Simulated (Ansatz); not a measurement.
# AlH₇OSi: how energies converge with the basis set

How large a basis does AlH₇OSi need? Two functionals and correlated methods are run in growing sets.

Computed with Ansatz 0.2.0, Gaussian basis. Level: one geometry, several basis sets.

Levels to be run: PBE0-D4/def2-SVP; ωB97M-V/def2-SVP; PBE0-D4/def2-QZVPP; ωB97M-V/def2-QZVPP; CCSD(T)/cc-pV(D+d)Z; CCSD(T)/cc-pV(T+d)Z; CCSD(T)/cc-pV(Q+d)Z; the functionals' def2-TZVPP values are taken from earlier runs.

### 1 The relaxed structure

An earlier PBE0-D4 in a triple-zeta def2 set relaxation fixed the geometry.

SMILES `[AlH3-][OH+][SiH3]`, 10 atoms, charge 0, spin multiplicity 1.

Atoms are counted from 1 here; the program's logs count them from 0.

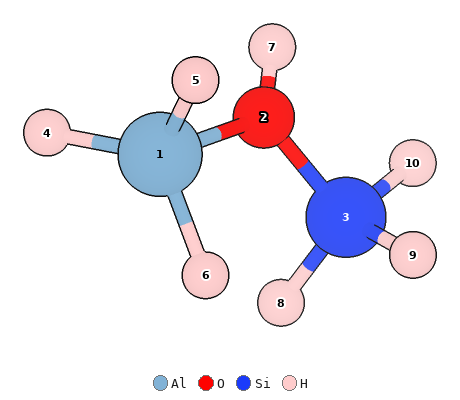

The geometry (aluminium light blue, oxygen red, silicon blue, hydrogen pink); atoms are numbered from 1 in the order of the file.

Geometry (Å):

```xyz
10
AlH7OSi
Al   -1.13770    0.82681   -0.90783
O     0.61532    0.02972   -0.48592
Si    0.76011   -0.76406    1.01433
H    -1.59505    0.04366   -2.21990
H    -0.81281    2.38438   -1.02351
H    -1.67901    0.28239    0.51245
H     1.38765    0.08485   -1.05347
H    -0.15941   -1.91537    1.04781
H     0.53034    0.20019    2.10527
H     2.17376   -1.22366    1.01376
```

### 2 PBE0-D4 in def2-SVP

in.yaml

```yaml
crystal:
  periodic: [false, false, false]
  atoms:
    - {symbol: Al, position_ang: [-1.137698, 0.826815, -0.907834]}
    - {symbol: O, position_ang: [0.615320, 0.029719, -0.485916]}
    - {symbol: Si, position_ang: [0.760110, -0.764063, 1.014334]}
    - {symbol: H, position_ang: [-1.595050, 0.043657, -2.219897]}
    - {symbol: H, position_ang: [-0.812811, 2.384378, -1.023513]}
    - {symbol: H, position_ang: [-1.679009, 0.282387, 0.512451]}
    - {symbol: H, position_ang: [1.387654, 0.084845, -1.053465]}
    - {symbol: H, position_ang: [-0.159411, -1.915367, 1.047814]}
    - {symbol: H, position_ang: [0.530338, 0.200187, 2.105270]}
    - {symbol: H, position_ang: [2.173757, -1.223660, 1.013756]}
basis:
  gaussian: {orbitals: def2-SVP}
hamiltonian: {xc: pbe0, dispersion: d4}
output: {orbitals: {seedname: orbitals}}
```

Launch:

```
ansatz run in.yaml --threads 2 --pin off --events-out ev --progress --plain --max-ram 32768MiB --backend cpu
```

After this run come: ωB97M-V in def2-SVP; PBE0-D4 in def2-QZVPP; ωB97M-V in def2-QZVPP; CCSD(T) in cc-pV(D+d)Z; CCSD(T) in cc-pV(T+d)Z; CCSD(T) in cc-pV(Q+d)Z.

**Question.** What will the summary of the whole plan be? Wanted: MP2 correlation recovered, cc-pV(D+d)Z; MP2 correlation recovered, cc-pV(T+d)Z; MP2 correlation recovered, cc-pV(Q+d)Z; CCSD(T) limit from def2 sets; PBE0-D4: double and triple zeta above quadruple; ωB97M-V: double and triple zeta above quadruple.

**Answer**, as computed:

| quantity | value |
| --- | --- |
| MP2 correlation recovered, cc-pV(D+d)Z | 70.5 % |
| MP2 correlation recovered, cc-pV(T+d)Z | 88.7 % |
| MP2 correlation recovered, cc-pV(Q+d)Z | 95.3 % |
| CCSD(T) limit from def2 sets (earlier runs) less the limit of this series | -31 meV |
| PBE0-D4: double and triple zeta above quadruple | 8.41, 0.62 eV |
| ωB97M-V: double and triple zeta above quadruple | 8.51, 0.59 eV |

In words: PBE0-D4 gains 7.79 eV from double to triple zeta, then 0.62 eV more. In cc-pV(D+d)Z MP2 holds 70 % of its limit, in cc-pV(Q+d)Z 95 %, while Hartree-Fock is within 0.117 eV in the largest set. A limit from the def2 sets, made apart, differs by 31 meV, a least measure of the doubt on such a limit. These are total energies; as a rule much of such shifts cancels in differences, which this series doesn't test. The LUMO of ωB97M-V is positive and keeps falling with the basis (1.17 to 0.25 eV): an unbound level that the basis holds in place.
